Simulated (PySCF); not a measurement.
# [WOCl3]+: other functionals and bases at one geometry

Aim: see how levels, charges and forces of [WOCl3]+ depend on the level of theory. It is a constructed species; whether it can be made isn't addressed.

Computed with PySCF 2.14.0. Level: several levels, as the steps say, no spin–orbit coupling.

2 further runs of the same task are left out: 1 for a known fault of the program, 1 that didn't finish.

### 1 Starting geometry

5 atoms, charge 1, spin multiplicity 1.

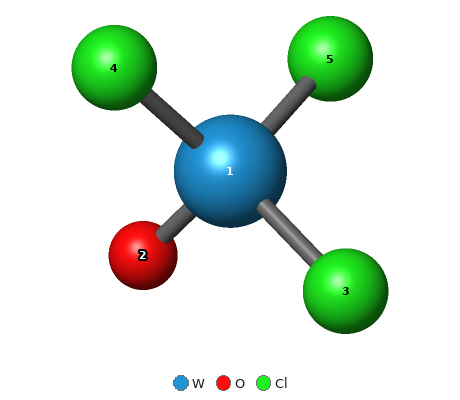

The geometry (tungsten blue, oxygen red, chlorine green); atoms are numbered from 1 in the order of the file.

As a file:

```xyz
5
Cl3OW
W     0.0554    0.0000    0.0782
O     1.2520    0.0000    1.2280
Cl    0.3313    1.8237   -1.1175
Cl   -1.8579    0.0000    1.1604
Cl    0.3313   -1.8237   -1.1175
```

Formal oxidation states: W +6. An earlier session relaxed this geometry at PBE0, W def2-SVP with ECP60, O def2-SVP, Cl def2-SVP (singlet, point group C3v).

At PBE0 on the finer grid: E = -1521.770761 Eh, HOMO -15.76 eV, LUMO -9.73 eV, Mulliken charge on W1 +1.05 e, largest force component 0.011 eV/Å. 

Levels to run: r2SCAN; CAM-B3LYP; BLYP; B3LYP; PBE0, TZVP; PBE0, x2c-SVP. Hardware: 2 threads of Intel Xeon Platinum 8259CL at 2.50GHz (Skylake/Cascade Lake), shared host.

### 2 r2SCAN

File run.py (the lines that set the calculation):

```python
mol = gto.M(atom='''
W      0.05541     0.00000     0.07816
O      1.25203     0.00000     1.22796
Cl     0.33127     1.82366    -1.11750
Cl    -1.85792     0.00000     1.16043
Cl     0.33127    -1.82366    -1.11750''',
    basis={'W': 'def2-SVP', 'O': 'def2-SVP', 'Cl': 'def2-SVP'},
    ecp={'W': 'def2-SVP'},
    charge=1, spin=0)
mf = dft.RKS(mol, xc='R2SCAN')
mf.grids.atom_grid = (75, 302)
mf = mf.density_fit()  # fitting sets: W def2-universal-JKFIT, O def2-universal-JKFIT, Cl def2-universal-JKFIT
mf.conv_tol = 1e-08; mf.max_cycle = 55
mf.kernel(dm0)  # dm0: the density of the relaxed state
```

Started as:

```sh
$ OMP_NUM_THREADS=2 python run.py
```

The log of the run:

```text
init E= -1522.24830689746
  HOMO = -0.542344236086458  LUMO = -0.387438286860693  gap/eV = 4.21521
cycle= 1 E= -1522.24732795192  delta_E= 0.000979  |g|= 0.103  |ddm|= 0.187
  HOMO = -0.542360129435573  LUMO = -0.363010584392072  gap/eV = 4.88035
cycle= 2 E= -1522.2173255217  delta_E= 0.03  |g|= 0.364  |ddm|= 0.394
  HOMO = -0.541939032480284  LUMO = -0.381765313382551  gap/eV = 4.35855
cycle= 3 E= -1522.24905389379  delta_E= -0.0317  |g|= 0.0647  |ddm|= 0.306
  HOMO = -0.54255184415293  LUMO = -0.382566003334545  gap/eV = 4.35344
cycle= 4 E= -1522.24990188808  delta_E= -0.000848  |g|= 0.0104  |ddm|= 0.0539
  HOMO = -0.542483638406797  LUMO = -0.382414816907952  gap/eV = 4.35569
cycle= 5 E= -1522.24993250696  delta_E= -3.06e-05  |g|= 0.00208  |ddm|= 0.0101
  HOMO = -0.542514934925764  LUMO = -0.382356591104585  gap/eV = 4.35813
cycle= 6 E= -1522.2499335237  delta_E= -1.02e-06  |g|= 0.000366  |ddm|= 0.00155
  HOMO = -0.542501457940519  LUMO = -0.382326649031256  gap/eV = 4.35858
cycle= 7 E= -1522.24993355465  delta_E= -3.1e-08  |g|= 2.77e-05  |ddm|= 0.00031
  HOMO = -0.542501542322849  LUMO = -0.382326373310932  gap/eV = 4.35859
cycle= 8 E= -1522.24993355481  delta_E= -1.53e-10  |g|= 8.15e-06  |ddm|= 2.51e-05
  HOMO = -0.542501704751936  LUMO = -0.382328039565333  gap/eV = 4.35855
Extra cycle  E= -1522.2499335547  delta_E= 1.04e-10  |g|= 1.97e-05  |ddm|= 2.91e-05
converged SCF energy = -1522.2499335547
```

It took 13 s on 2 threads of Intel Xeon Platinum 8259CL at 2.50GHz (Skylake/Cascade Lake), shared host.

It gives: E = -1522.249934 Eh, HOMO -14.76 eV, LUMO -10.40 eV, Mulliken charge on W1 +1.07 e, largest force component 0.687 eV/Å. 

### 3 CAM-B3LYP

run.py (the lines that set the calculation), as its differences from that of step 2:

```diff
@@ -9,3 +9,3 @@
     charge=1, spin=0)
-mf = dft.RKS(mol, xc='R2SCAN')
+mf = dft.RKS(mol, xc='CAMB3LYP')
 mf.grids.atom_grid = (75, 302)
```

Started as:

```sh
$ OMP_NUM_THREADS=2 python run.py
```

The log of the run:

```text
init E= -1522.26308488012
  HOMO = -0.623406554799576  LUMO = -0.310644220150336  gap/eV = 8.51070
cycle= 1 E= -1522.26270930855  delta_E= 0.000376  |g|= 0.102  |ddm|= 0.148
  HOMO = -0.622866682633957  LUMO = -0.33163280814203  gap/eV = 7.92488
cycle= 2 E= -1522.25066769981  delta_E= 0.012  |g|= 0.268  |ddm|= 0.267
  HOMO = -0.621329216745746  LUMO = -0.31763620174291  gap/eV = 8.26391
cycle= 3 E= -1522.26476338243  delta_E= -0.0141  |g|= 0.0222  |ddm|= 0.186
  HOMO = -0.622347813175401  LUMO = -0.316629344222224  gap/eV = 8.31902
cycle= 4 E= -1522.26487598341  delta_E= -0.000113  |g|= 0.00319  |ddm|= 0.0208
  HOMO = -0.622666797930109  LUMO = -0.317133013947883  gap/eV = 8.31400
cycle= 5 E= -1522.26487873982  delta_E= -2.76e-06  |g|= 0.000654  |ddm|= 0.00391
  HOMO = -0.622587976571724  LUMO = -0.317046766626211  gap/eV = 8.31420
cycle= 6 E= -1522.26487892564  delta_E= -1.86e-07  |g|= 0.000169  |ddm|= 0.00115
  HOMO = -0.622580737161992  LUMO = -0.317053632224384  gap/eV = 8.31382
cycle= 7 E= -1522.26487894162  delta_E= -1.6e-08  |g|= 4.39e-05  |ddm|= 0.000355
  HOMO = -0.622583028043077  LUMO = -0.317056172116667  gap/eV = 8.31381
cycle= 8 E= -1522.26487894299  delta_E= -1.36e-09  |g|= 1.63e-05  |ddm|= 0.000112
  HOMO = -0.62258278579261  LUMO = -0.317051665518551  gap/eV = 8.31393
Extra cycle  E= -1522.2648789429  delta_E= 9e-11  |g|= 3e-05  |ddm|= 4.26e-05
converged SCF energy = -1522.2648789429
```

It took 11 s on 2 threads of Intel Xeon Platinum 8259CL at 2.50GHz (Skylake/Cascade Lake), shared host.

It gives: E = -1522.264879 Eh, HOMO -16.94 eV, LUMO -8.63 eV, Mulliken charge on W1 +1.03 e, largest force component 0.108 eV/Å. 

### 4 BLYP

run.py (the lines that set the calculation), as its differences from that of step 3:

```diff
@@ -9,3 +9,3 @@
     charge=1, spin=0)
-mf = dft.RKS(mol, xc='CAMB3LYP')
+mf = dft.RKS(mol, xc='BLYP')
 mf.grids.atom_grid = (75, 302)
```

Started as:

```sh
$ OMP_NUM_THREADS=2 python run.py
```

The log of the run:

```text
init E= -1522.31245874529
  HOMO = -0.519992143216364  LUMO = -0.38324973182114  gap/eV = 3.72095
cycle= 1 E= -1522.30920252262  delta_E= 0.00326  |g|= 0.199  |ddm|= 0.362
  HOMO = -0.511955982227347  LUMO = -0.327462765953409  gap/eV = 5.02032
cycle= 2 E= -1522.18432980176  delta_E= 0.125  |g|= 0.732  |ddm|= 0.789
  HOMO = -0.511493174127592  LUMO = -0.365322020980542  gap/eV = 3.97752
cycle= 3 E= -1522.31452390516  delta_E= -0.13  |g|= 0.149  |ddm|= 0.624
  HOMO = -0.514202916991387  LUMO = -0.368812105899989  gap/eV = 3.95629
cycle= 4 E= -1522.31842112667  delta_E= -0.0039  |g|= 0.0455  |ddm|= 0.136
  HOMO = -0.515703373383428  LUMO = -0.369926874604678  gap/eV = 3.96678
cycle= 5 E= -1522.3189649772  delta_E= -0.000544  |g|= 0.0105  |ddm|= 0.0459
  HOMO = -0.515443857105139  LUMO = -0.369351362567396  gap/eV = 3.97538
cycle= 6 E= -1522.31898941466  delta_E= -2.44e-05  |g|= 0.00158  |ddm|= 0.00733
  HOMO = -0.515477018052592  LUMO = -0.369312650175532  gap/eV = 3.97734
cycle= 7 E= -1522.31898996952  delta_E= -5.55e-07  |g|= 0.000221  |ddm|= 0.00124
  HOMO = -0.515477718831043  LUMO = -0.369307486701329  gap/eV = 3.97749
cycle= 8 E= -1522.31898997982  delta_E= -1.03e-08  |g|= 4.74e-05  |ddm|= 0.000175
  HOMO = -0.515474997231832  LUMO = -0.369304549462362  gap/eV = 3.97750
cycle= 9 E= -1522.31898998028  delta_E= -4.63e-10  |g|= 7.57e-06  |ddm|= 4.08e-05
  HOMO = -0.515476040017375  LUMO = -0.369304017382553  gap/eV = 3.97754
Extra cycle  E= -1522.31898998011  delta_E= 1.74e-10  |g|= 3.05e-05  |ddm|= 2.84e-05
converged SCF energy = -1522.31898998011
```

Run time: 10 s. Hardware: 2 threads of Intel Xeon Platinum 8259CL at 2.50GHz (Skylake/Cascade Lake), shared host.

It gives: E = -1522.318990 Eh, HOMO -14.03 eV, LUMO -10.05 eV, Mulliken charge on W1 +0.89 e, largest force component 1.721 eV/Å. 

### 5 B3LYP

run.py (the lines that set the calculation), as its differences from that of step 4:

```diff
@@ -9,3 +9,3 @@
     charge=1, spin=0)
-mf = dft.RKS(mol, xc='BLYP')
+mf = dft.RKS(mol, xc='B3LYP')
 mf.grids.atom_grid = (75, 302)
```

Started as:

```sh
$ OMP_NUM_THREADS=2 python run.py
```

The log of the run:

```text
init E= -1522.37808609249
  HOMO = -0.567763657100436  LUMO = -0.362406380109908  gap/eV = 5.58806
cycle= 1 E= -1522.37870648857  delta_E= -0.00062  |g|= 0.0489  |ddm|= 0.131
  HOMO = -0.562689659558354  LUMO = -0.360941914223219  gap/eV = 5.48984
cycle= 2 E= -1522.37373468159  delta_E= 0.00497  |g|= 0.169  |ddm|= 0.133
  HOMO = -0.564390177825006  LUMO = -0.358351656194354  gap/eV = 5.60659
cycle= 3 E= -1522.37911371711  delta_E= -0.00538  |g|= 0.0142  |ddm|= 0.111
  HOMO = -0.565601182030448  LUMO = -0.360538669526293  gap/eV = 5.58004
cycle= 4 E= -1522.37915076674  delta_E= -3.7e-05  |g|= 0.00601  |ddm|= 0.0169
  HOMO = -0.565764805486723  LUMO = -0.360283979558709  gap/eV = 5.59142
cycle= 5 E= -1522.37916051305  delta_E= -9.75e-06  |g|= 0.000857  |ddm|= 0.0056
  HOMO = -0.565751028523073  LUMO = -0.360273107586486  gap/eV = 5.59134
cycle= 6 E= -1522.37916065256  delta_E= -1.4e-07  |g|= 0.000271  |ddm|= 0.000587
  HOMO = -0.565752544278936  LUMO = -0.360260905697263  gap/eV = 5.59171
cycle= 7 E= -1522.3791606681  delta_E= -1.55e-08  |g|= 3.29e-05  |ddm|= 0.000215
  HOMO = -0.56575391598421  LUMO = -0.360261260558757  gap/eV = 5.59174
cycle= 8 E= -1522.37916066833  delta_E= -2.29e-10  |g|= 5.83e-06  |ddm|= 3.58e-05
  HOMO = -0.565753428506104  LUMO = -0.360261418549432  gap/eV = 5.59172
Extra cycle  E= -1522.37916066832  delta_E= 1.05e-11  |g|= 1.17e-05  |ddm|= 1.31e-05
converged SCF energy = -1522.37916066832
```

Wall time 8.7 s (2 threads of Intel Xeon Platinum 8259CL at 2.50GHz (Skylake/Cascade Lake), shared host).

Result: E = -1522.379161 Eh, HOMO -15.39 eV, LUMO -9.80 eV, Mulliken charge on W1 +1.01 e, largest force component 0.657 eV/Å. 

### 6 PBE0, TZVP

Basis: W def2-TZVP with ECP60, O def2-TZVP, Cl def2-TZVP. 

File run.py (the lines that set the calculation):

```python
mol = gto.M(atom='''
W      0.05541     0.00000     0.07816
O      1.25203     0.00000     1.22796
Cl     0.33127     1.82366    -1.11750
Cl    -1.85792     0.00000     1.16043
Cl     0.33127    -1.82366    -1.11750''',
    basis={'W': 'def2-TZVP', 'O': 'def2-TZVP', 'Cl': 'def2-TZVP'},
    ecp={'W': 'def2-TZVP'},
    charge=1, spin=0)
mf = dft.RKS(mol, xc='PBE0')
mf.grids.atom_grid = (75, 302)
mf = mf.density_fit()  # fitting sets: W def2-universal-JKFIT, O def2-universal-JKFIT, Cl def2-universal-JKFIT
mf.conv_tol = 1e-08; mf.max_cycle = 55
mf.kernel(dm0)  # dm0: free metal ions and neutral atoms
```

Started as:

```sh
$ OMP_NUM_THREADS=2 python run.py
```

The log of the run:

```text
init E= -1535.83458975164
  HOMO = -0.545855105957389  LUMO = -0.418983610435115  gap/eV = 3.45235
cycle= 1 E= -1521.66735212139  delta_E= 14.2  |g|= 2.05  |ddm|= 2.82
  HOMO = -0.245083316874971  LUMO = -0.200015495057464  gap/eV = 1.22636
cycle= 2 E= -1518.11297643682  delta_E= 3.55  |g|=  4.1  |ddm|= 3.47
  HOMO = -0.565392108871048  LUMO = -0.301240396283393  gap/eV = 7.18793
cycle= 3 E= -1521.83395619759  delta_E= -3.72  |g|= 1.61  |ddm|= 2.64
  HOMO = -0.566997322250784  LUMO = -0.397233712069628  gap/eV = 4.61950
cycle= 4 E= -1522.16081615401  delta_E= -0.327  |g|= 1.04  |ddm|= 1.33
  HOMO = -0.562400440413427  LUMO = -0.335101545853196  gap/eV = 6.18512
cycle= 5 E= -1522.35271557133  delta_E= -0.192  |g|= 0.236  |ddm|= 0.602
  HOMO = -0.571538001654166  LUMO = -0.354472483813676  gap/eV = 5.90665
cycle= 6 E= -1522.36365585175  delta_E= -0.0109  |g|= 0.105  |ddm|= 0.173
  HOMO = -0.571498580839702  LUMO = -0.350751531397536  gap/eV = 6.00683
cycle= 7 E= -1522.36571008104  delta_E= -0.00205  |g|= 0.015  |ddm|= 0.0468
  HOMO = -0.571390356321062  LUMO = -0.349983570235844  gap/eV = 6.02479
cycle= 8 E= -1522.36576159637  delta_E= -5.15e-05  |g|= 0.00269  |ddm|= 0.0106
  HOMO = -0.571561372126323  LUMO = -0.350222271767518  gap/eV = 6.02294
cycle= 9 E= -1522.36576318475  delta_E= -1.59e-06  |g|= 0.000344  |ddm|= 0.00186
  HOMO = -0.571536358862733  LUMO = -0.350212334871892  gap/eV = 6.02253
cycle= 10 E= -1522.36576321488  delta_E= -3.01e-08  |g|= 3.69e-05  |ddm|= 0.000311
  HOMO = -0.571537693742945  LUMO = -0.350216891537336  gap/eV = 6.02245
cycle= 11 E= -1522.36576321525  delta_E= -3.73e-10  |g|= 2.42e-05  |ddm|= 5.07e-05
  HOMO = -0.571539541500894  LUMO = -0.35021754894643  gap/eV = 6.02248
Extra cycle  E= -1522.36576321414  delta_E= 1.1e-09  |g|= 8.09e-05  |ddm|= 5.02e-05
converged SCF energy = -1522.36576321414
```

Wall time 24 s (2 threads of Intel Xeon Platinum 8259CL at 2.50GHz (Skylake/Cascade Lake), shared host).

It gives: E = -1522.365763 Eh, HOMO -15.55 eV, LUMO -9.53 eV, Mulliken charge on W1 +1.34 e, largest force component 0.300 eV/Å. 

### 7 PBE0, x2c-SVP

Basis: W x2c-SVPall, O x2c-SVPall, Cl x2c-SVPall. All electrons are treated, with the spin-free X2C Hamiltonian.

File run.py (the lines that set the calculation):

```python
mol = gto.M(atom='''
W      0.05541     0.00000     0.07816
O      1.25203     0.00000     1.22796
Cl     0.33127     1.82366    -1.11750
Cl    -1.85792     0.00000     1.16043
Cl     0.33127    -1.82366    -1.11750''',
    basis={'W': 'x2c-SVPall', 'O': 'x2c-SVPall', 'Cl': 'x2c-SVPall'},
    nucmod='G',
    charge=1, spin=0)
mf = dft.RKS(mol, xc='PBE0')
mf.grids.atom_grid = (99, 590)
mf = mf.density_fit()  # fitting sets: W AutoAux, O AutoAux, Cl AutoAux
mf = mf.sfx2c1e()
mf.conv_tol = 1e-08; mf.max_cycle = 55
mf.kernel(dm0)  # dm0: free metal ions and neutral atoms
```

Started as:

```sh
$ OMP_NUM_THREADS=2 python run.py
```

The log of the run:

```text
init E= -17616.9451458596
  HOMO = -0.529784276052432  LUMO = -0.413796036654921  gap/eV = 3.15620
cycle= 1 E= -17600.8883439387  delta_E= 16.1  |g|= 1.73  |ddm|= 3.77
  HOMO = -0.250949906686446  LUMO = -0.206240212940525  gap/eV = 1.21661
cycle= 2 E= -17597.2905330084  delta_E=  3.6  |g|= 3.97  |ddm|= 4.67
  HOMO = -0.593700519906909  LUMO = -0.28843719805016  gap/eV = 8.30664
cycle= 3 E= -17601.0258169774  delta_E= -3.74  |g|= 1.53  |ddm|= 3.19
  HOMO = -0.575864561287464  LUMO = -0.409435744805526  gap/eV = 4.52876
cycle= 4 E= -17601.4379858319  delta_E= -0.412  |g|= 0.967  |ddm|= 1.82
  HOMO = -0.575780099878014  LUMO = -0.370350382359378  gap/eV = 5.59003
cycle= 5 E= -17601.600428598  delta_E= -0.162  |g|= 0.208  |ddm|= 0.475
  HOMO = -0.581286142910852  LUMO = -0.372427551978197  gap/eV = 5.68333
cycle= 6 E= -17601.6071671009  delta_E= -0.00674  |g|= 0.0913  |ddm|= 0.106
  HOMO = -0.580626500700331  LUMO = -0.369671641511451  gap/eV = 5.74037
cycle= 7 E= -17601.6086979197  delta_E= -0.00153  |g|= 0.0114  |ddm|= 0.0492
  HOMO = -0.580153498127284  LUMO = -0.368599802394981  gap/eV = 5.75667
cycle= 8 E= -17601.6087259816  delta_E= -2.81e-05  |g|= 0.00173  |ddm|= 0.00925
  HOMO = -0.580242655498004  LUMO = -0.368575650487117  gap/eV = 5.75975
cycle= 9 E= -17601.6087266556  delta_E= -6.74e-07  |g|= 0.000184  |ddm|= 0.00146
  HOMO = -0.580248748577378  LUMO = -0.368589803521415  gap/eV = 5.75953
cycle= 10 E= -17601.6087266631  delta_E= -7.46e-09  |g|= 4.46e-05  |ddm|= 0.000178
  HOMO = -0.580248010671164  LUMO = -0.368586996682017  gap/eV = 5.75959
Extra cycle  E= -17601.6087266605  delta_E= 2.57e-09  |g|= 0.000119  |ddm|= 0.000141
converged SCF energy = -17601.6087266605
```

It took 44 s on 2 threads of Intel Xeon Platinum 8259CL at 2.50GHz (Skylake/Cascade Lake), shared host.

Read off: E = -17601.608727 Eh, HOMO -15.79 eV, LUMO -10.03 eV, Mulliken charge on W1 +0.95 e, largest force component 0.656 eV/Å. 

### 8 Results

| level | state | HOMO (eV) | gap (eV) | charge on W1 (e) | dipole (D) | largest force (eV/Å) | basis functions | time |
| --- | --- | --- | --- | --- | --- | --- | --- | --- |
| PBE0 (relaxed here) | singlet | -15.76 | 6.03 | 1.05 | 1.64 | 0.01 | 100 | 20 s |
| r2SCAN | singlet | -14.76 | 4.36 | 1.07 | 1.60 | 0.69 | 100 | 13 s |
| CAM-B3LYP | singlet | -16.94 | 8.31 | 1.03 | 1.65 | 0.11 | 100 | 11 s |
| BLYP | singlet | -14.03 | 3.98 | 0.89 | 1.67 | 1.72 | 100 | 10 s |
| B3LYP | singlet | -15.39 | 5.59 | 1.01 | 1.70 | 0.66 | 100 | 8.7 s |
| PBE0, TZVP | singlet | -15.55 | 6.02 | 1.34 | 1.75 | 0.30 | 182 | 24 s |
| PBE0, x2c-SVP | singlet | -15.79 | 5.76 | 0.95 | 1.68 | 0.66 | 134 | 44 s |

Times are on 2 threads of Intel Xeon Platinum 8259CL at 2.50GHz (Skylake/Cascade Lake), shared host; the first row also made further properties. The dipole of a charged species depends on the origin, so these sizes hold for this origin alone.

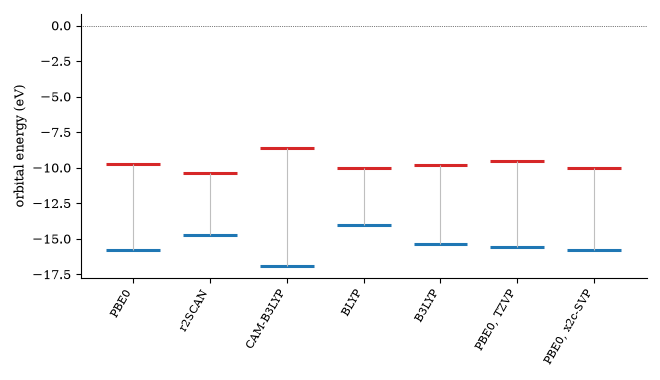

Highest filled and lowest empty level, method by method.

In one basis the HOMO–LUMO gap runs from 3.98 eV (BLYP) to 8.31 eV (CAM-B3LYP). The largest leftover force, 1.72 eV/Å with BLYP, stands at a geometry relaxed at another level. The Mulliken charge on W spans +0.89 to +1.34 e over the levels. Total energies of different levels can't be compared. Spin–orbit coupling is left out throughout.
